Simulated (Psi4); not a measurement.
**UBP86/cc-pVDZ (sweep point 1) run of BF2 (SMILES F[B]F)**

What is the vertical ionisation energy of BF2 at UBP86/cc-pVDZ (sweep point 1)? 

The calculation is run with Psi4 1.11.

**1. The molecule**

The species is BF2 (3 atoms), meant as a doublet with charge 0. SMILES: `F[B]F`. The shape is that of a PBE0-D4/def2-TZVP optimisation.

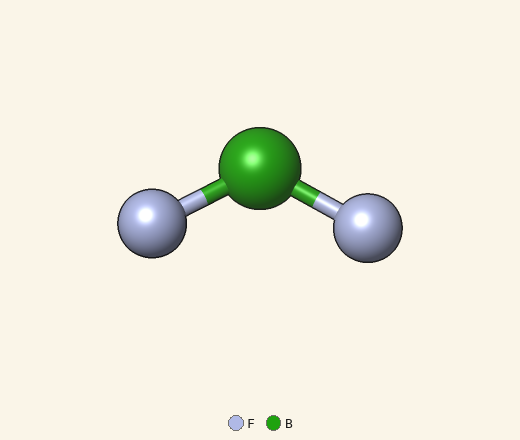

Viewed from a chosen angle; fluorine light blue, boron green.

**2. The energy at UBP86/cc-pVDZ (sweep point 1)**

Contents of calc.inp:

```
memory 1600 mb

molecule molecule1 {
  0 2
  F      0.513100    -1.044300     0.160000
  B      0.279000     0.240500     0.181300
  F     -0.802900     0.738900    -0.354600
  symmetry c1
}

set basis cc-pVDZ
set reference uks
set puream true
set scf_type pk
set dft_radial_points 99
set dft_spherical_points 590
set maxiter 150

E, wfn = energy('bp86', return_wfn=True)
```

The run is started by

```bash
psi4 -i calc.inp -o calc.out -n 1
```

calc.out:

```text
[...]
  Running in c1 symmetry.
[...]
  Nuclear repulsion =   55.302284297814481
[...]
  Multiplicity = 2
[...]
  Nalpha       = 12
  Nbeta        = 11
[...]
    Number of basis functions: 42
[...]
   @UKS iter   1:  -224.51160225430738   -2.92704e-01   9.69913e-03 ADIIS/DIIS
[...]
   @UKS iter   9:  -224.56281749459140   -6.27637e-10   9.36344e-08 DIIS
[...]
   @S^2 Observed:                7.518597894E-01
[...]
    Orbital Energies [Eh]
    ---------------------
    Alpha Occupied:
       1A    -24.340100     2A    -24.340080     3A     -6.658275
       4A     -1.163516     5A     -1.138714     6A     -0.534466
       7A     -0.495425     8A     -0.451842     9A     -0.446777
      10A     -0.396873    11A     -0.381477    12A     -0.203523
    Alpha Virtual:
      13A     -0.055222    14A      0.114785    15A      0.126011
      16A      0.237691    17A      0.248564    18A      0.399663
      19A      0.411390    20A      0.648570    21A      0.673477
      22A      0.754486    23A      0.869819    24A      0.897117
      25A      1.120716    26A      1.179344    27A      1.181077
[...]
  @UKS Final Energy:  -224.56281749459140
   => Energetics <=
    Nuclear Repulsion Energy =             55.3022842978144809
    One-Electron Energy =                -421.0067651207875770
    Two-Electron Energy =                 166.1339376682549869
    DFT Exchange-Correlation Energy =     -24.9922743398732976
    Empirical Dispersion Energy =           0.0000000000000000
    VV10 Nonlocal Energy =                  0.0000000000000000
    Total Energy =                       -224.5628174945913997
[...]
 Multipole Moments:
 ------------------------------------------------------------------------------------
     Multipole            Electronic (a.u.)      Nuclear  (a.u.)        Total (a.u.)
 ------------------------------------------------------------------------------------
 L = 1.  Multiply by 2.5417464519 to convert [e a0] to [Debye]
 Dipole X            :          0.1791639           -0.1595680            0.0195959
 Dipole Y            :          0.1399383           -0.1247259            0.0152124
 Dipole Z            :          0.0000000            0.0000000            0.0000000
 Magnitude           :                                                    0.0248076
[...]
```

Run time: 3.6 s. Hardware: 1 thread of INTEL XEON PLATINUM 8581C at 2.30GHz (Emerald Rapids), shared host; peak memory 0.43 GiB.

**3. The singlet cation at the same level**

Contents of bf2.dat:

```
memory 1600 MB

molecule {
  1 1
  F      0.513100    -1.044300     0.160000
  B      0.279000     0.240500     0.181300
  F     -0.802900     0.738900    -0.354600
  units angstrom
  symmetry c1
}

set basis cc-pVDZ
set puream true
set scf_type pk
set dft_radial_points 99
set dft_spherical_points 590

result, w = energy('bp86', return_wfn=True)
```

The run is started by

```bash
psi4 -n 1 bf2.dat bf2.out
```

bf2.out:

```text
[...]
  Running in c1 symmetry.
[...]
  Nuclear repulsion =   55.302284297814481
[...]
  Multiplicity = 1
[...]
  Nalpha       = 11
  Nbeta        = 11
[...]
    Number of basis functions: 42
[...]
   @RKS iter   1:  -224.13621129910476    8.26869e-02   8.94688e-03 DIIS/ADIIS
[...]
   @RKS iter   8:  -224.19141316606169   -9.41297e-08   1.09847e-07 DIIS
[...]
    Orbital Energies [Eh]
    ---------------------
    Doubly Occupied:
       1A    -24.694343     2A    -24.694325     3A     -7.097226
       4A     -1.501902     5A     -1.477751     6A     -0.861867
       7A     -0.828849     8A     -0.778132     9A     -0.776309
      10A     -0.721880    11A     -0.707086
[...]
  @RKS Final Energy:  -224.19141316606169
   => Energetics <=
    Nuclear Repulsion Energy =             55.3022842978144809
    One-Electron Energy =                -413.1067577244909899
    Two-Electron Energy =                 158.1914589689067441
    DFT Exchange-Correlation Energy =     -24.5783987082919353
    Empirical Dispersion Energy =           0.0000000000000000
    VV10 Nonlocal Energy =                  0.0000000000000000
    Total Energy =                       -224.1914131660616931
[...]
 Multipole Moments:
 ------------------------------------------------------------------------------------
     Multipole            Electronic (a.u.)      Nuclear  (a.u.)        Total (a.u.)
 ------------------------------------------------------------------------------------
 L = 1.  Multiply by 2.5417464519 to convert [e a0] to [Debye]
 Dipole X            :          1.1339597           -0.1595680            0.9743917
 Dipole Y            :          0.8863138           -0.1247259            0.7615878
 Dipole Z            :          0.0000000            0.0000000            0.0000000
 Magnitude           :                                                    1.2367114
[...]
```

It took 2.9 s on 1 thread of INTEL XEON PLATINUM 8581C at 2.30GHz (Emerald Rapids), shared host; peak memory 0.43 GiB.

**4. What came out**

At UBP86/cc-pVDZ (sweep point 1):

| quantity | value |
| --- | --- |
| doublet BF2: total energy | -224.56282 Eh |
| doublet BF2: dipole moment | 0.06 D |
| doublet BF2: HOMO energy (highest over α and β) | -5.54 eV |
| doublet BF2: LUMO energy (lowest over α and β) | -2.97 eV |
| doublet BF2: ⟨S²⟩ | 0.752 |
| singlet cation: total energy | -224.19141 Eh |
| singlet cation: HOMO energy | -19.24 eV |
| singlet cation: LUMO energy | -14.31 eV |
| singlet cation: HOMO–LUMO gap | 4.93 eV |
| vertical ionisation energy (to the singlet cation) | 10.106 eV |

In words: Removing an electron at fixed nuclei costs 10.11 eV (233 kcal/mol). Only the singlet of the ionised species was computed; a triplet could lie lower.
